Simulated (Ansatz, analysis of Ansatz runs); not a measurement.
# A hop of Li in Li2CdCl4 (Imma), charge −1, part 2 of 4

Wanted: path and barrier of a jump of Li in Li2CdCl4 (Imma) at charge −1. The case: V_Li hop (4.4 Å), in a cell of 56 host atoms with 1 Li taken out.

Ansatz 0.2.0; plane-wave PAW DFT, PBEsol; nudged elastic band between two relaxed defect structures at fixed charge in a uniform background.

So far: The structure; Relaxation of the start point, charge −1.

**3. Relaxation of the end point, charge −1**

Level of this step: plane-wave PAW DFT, PBEsol; relaxation of all atoms of a defect supercell at fixed charge in a uniform background (Ansatz).

The end point is relaxed in the same cell and settings, so that the two energies compare. Atoms more than 3.2 Å from the middle of the hop start where the first relaxation left them, the nearer ones on or close to their ideal places, with small random displacements.

qm1.end/input.yaml

```yaml
crystal:
  lattice:
    - [0.0, 7.62069338, 10.46883164]
    - [7.38023042, 0.0, 10.46883164]
    - [7.38023042, 7.62069338, 0.0]
  atoms:
    - { symbol: Li, position: [0.19452914, 0.44862936, 0.05622315] }
    - { symbol: Li, position: [0.44077299, 0.70165828, 0.30557315] }
[... 1 atom line left out ...]
    - { symbol: Li, position: [0.94491427, 0.19767978, 0.8093074] }
[... 3 atom lines left out ...]
    - { symbol: Li, position: [0.12017081, 0.13144809, 0.13084174] }
[... 4 atom lines left out ...]
    - { symbol: Li, position: [-0.125, 0.375, 0.375] }
[... 2 atom lines left out ...]
    - { symbol: Cd, position: [-0.00321889, 0.00901399, 0.50021198] }
[... 3 atom lines left out ...]
    - { symbol: Cd, position: [-7.76e-06, 0.4940554, 0.49737784] }
[... 10 atom lines left out ...]
    - { symbol: Cl, position: [0.99656242, 0.4996538, 0.25343758] }
[... 3 atom lines left out ...]
    - { symbol: Cl, position: [0.86817834, 0.38698115, 0.61301885] }
[... 3 atom lines left out ...]
    - { symbol: Cl, position: [0.999918, 0.99648035, 0.75382584] }
[... 1 atom line left out ...]
    - { symbol: Cl, position: [0.2503462, 0.25343758, 0.4996538] }
[... 5 atom lines left out ...]
    - { symbol: Cl, position: [0.88465707, 0.36099621, 0.12356987] }
[... 3 atom lines left out ...]
    - { symbol: Cl, position: [0.74921918, 0.24750542, 0.50097456] }
    - { symbol: Cl, position: [0.11301885, 0.13182166, 0.36817834] }
[... 2 atom lines left out ...]
    - { symbol: Cl, position: [0.86218502, 0.8797676, 0.11950822] }
total_charge: -1
basis:
  ecutwfc: 420
  xc_grid: 2
hamiltonian:
  xc: pbesol
kpoints:
  mp_grid: { grid: [1, 1, 1], shift: [0.25, 0.25, 0.25] }
scf:
  occupations: { method: fixed }
  max_iter: 100
output:
  forces: true
relax:
  f_tol: 0.02
  max_steps: 70
  random_displacement: { amplitude: 0.01, seed: 4832 }
```

Started as:

```bash
ansatz run input.yaml --threads 4 --pin off --max-ram 14131MiB --backend cpu --events-out ev --progress --plain --runs-dir out
```

Numbers of over 12 decimals in the logs are rounded to 6 here.

Output:

```text
[...]
Crystal: 55 atoms, lattice volume = 1177.586 Å³
Basis set: ecut = 420 eV, 23051 PW (Γ), exchange–correlation on 180×180×144 points (8 copies of the dense FFT grid, shifted against one another)
Bands: 270, of which v1, the nominal top of the filled ones, is band 215 counted from 1 (214 counted from 0)
Symmetry: 1 space group operations
k-points: 1
[...]
SCF iter   1: F=—  HF=-102540.572620 eV  |F-HF|=—  |Δ(HF+E_count)|=         —  Δρ=9.40e-3  dr2=1.11e0  ethr=1.77e-3  ⟨swp⟩=5.0  Hψ=779  notcnv=0  defer=53
[...]
SCF iter   7: F=-102540.188327 eV  HF=-102540.188327 eV  |F-HF|=3.75e-7  |Δ(HF+E_count)|=   7.53e-6  Δρ=1.09e-5  dr2=1.28e-6  ethr=1.33e-9  ⟨swp⟩=2.0  Hψ=824  notcnv=0
SCF 1 converged in 7 iterations: F = -102540.188327 eV  dr2 = 1.28e-6
[...]
--- Relaxed structure (4 steps of the walk, 4 accepted, 0 SCFs on fresh bases) ---
  F+E_penalty+E_count = -102540.56390084 eV   max|allowed force component| = 1.024e-2 eV/Å
  atoms:
    - { symbol: Li, position: [0.194841, 0.446274, 0.054047] }
    - { symbol: Li, position: [0.444683, 0.699469, 0.305345] }
    [... 1 atom left out ...]
    - { symbol: Li, position: [0.948696, 0.195186, 0.801457] }
[...]
- { symbol: Li, position: [0.122880, 0.127101, 0.130025] }
[...]
- { symbol: Li, position: [-0.119930, 0.369875, 0.373453] }
[...]
- { symbol: Cd, position: [0.002528, 0.003529, 0.497083] }
[...]
- { symbol: Cd, position: [0.004170, 0.495193, 0.499750] }
[...]
- { symbol: Cl, position: [0.994010, 0.503343, 0.251933] }
    [... 3 atoms left out ...]
    - { symbol: Cl, position: [0.865791, 0.388576, 0.614170] }
    [... 5 atoms left out ...]
    - { symbol: Cl, position: [0.248603, 0.257107, 0.501454] }
    [... 9 atoms left out ...]
    - { symbol: Cl, position: [0.748749, 0.252599, 0.496303] }
    - { symbol: Cl, position: [0.105854, 0.137005, 0.363103] }
    [... 3 atoms left out ...]
[key lines of the parts left out:]
SCF converged after 7 iterations
Free energy (F): -102540.563901 eV
Fermi energy:    2.523961 eV
```

Run time: 36 s. Hardware: 4 threads of Arm Neoverse V2, shared host; peak memory 1.9 GiB.

Step by step:

```csv
step,energy less that of the first step (eV),largest force component (eV/Å)
1,0.0000,0.6083
2,-0.3325,0.1447
3,-0.3662,0.0578
4,-0.3756,0.0102
```

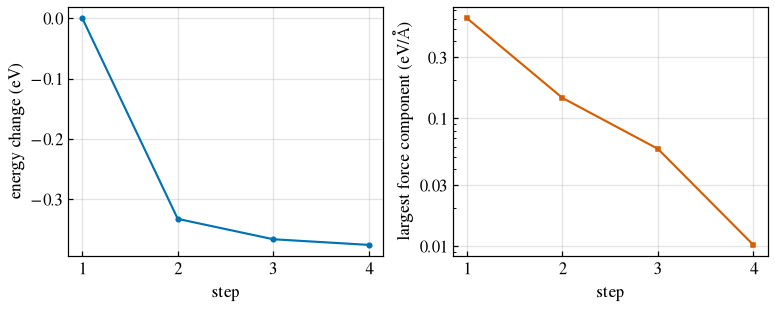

Energy and largest force along the relaxation.

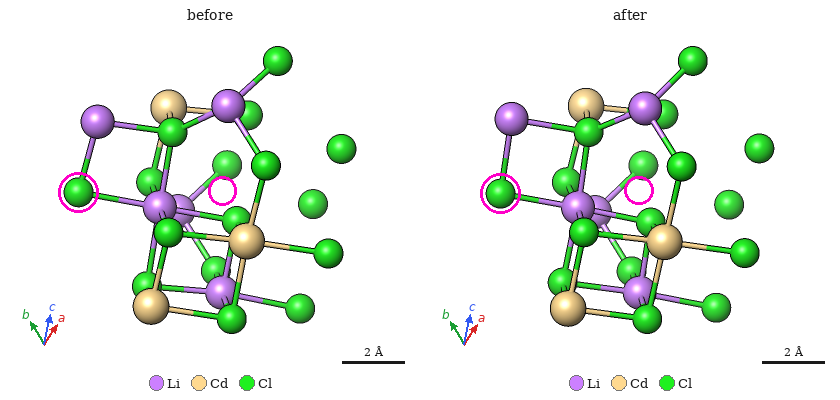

Before and after: the atoms that start within 5 Å of the centre. Cl26, which moves most, is ringed if it is among them. A ring with no atom in it marks the middle of the ideal hop. Bonds to atoms that aren't drawn are left out.

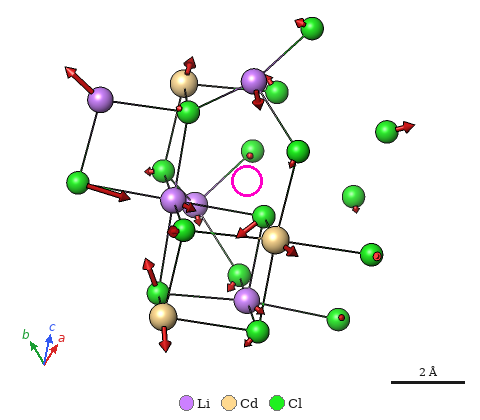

Displacements in the relaxation from the typed sites near the centre, exaggerated; the longest in the cell stands for 0.17 Å. A ring marks the middle of the ideal hop wherever no atom is near it. Bonds to atoms that aren't drawn are left out.

The atoms that moved most (Å, from the sites as typed, ahead of the random displacement):

```csv
atom,dx,dy,dz,length
Cl26,-0.137,0.100,0.000,0.169
Li10,0.140,-0.027,0.007,0.143
Cd19,0.101,-0.057,0.057,0.130
Cl47,0.115,0.031,-0.018,0.120
Cd23,-0.060,-0.042,-0.077,0.106
Cl52,0.001,-0.094,-0.020,0.096
Li4,-0.076,-0.031,0.014,0.084
Li7,-0.010,-0.041,-0.072,0.083
```

Neighbours of Li13 at the end:

```csv
atom,distance (Å)
Cl52,2.434
Cl47,2.570
Cl35,2.578
Cl26,2.584
Cl31,2.592
Cl51,2.604
Li8,3.588
Cd16,3.639
```

Read from the output:

- free energy: -102540.5639 eV
- r.m.s. move of the farther half of the atoms: 0.03595 Å
- largest move from the ideal geometry of this structure, a common shift of the far atoms taken out: 0.09930 Å

The relaxation gained 0.376 eV and ended with a largest force component of 0.010 eV/Å. The end lies 0.191 eV below the start.

(Continued in part 3 of 4.)

[Logs are printed without paths, hosts, clocks, repeated set-up lines and the standing remarks that a program may print on its own settings, such as how far it seeks lower states.]

[Hosts, paths, dates, database ids (printed as entryN), source tags and the programs' standing remarks are cut or masked in the printed files.]
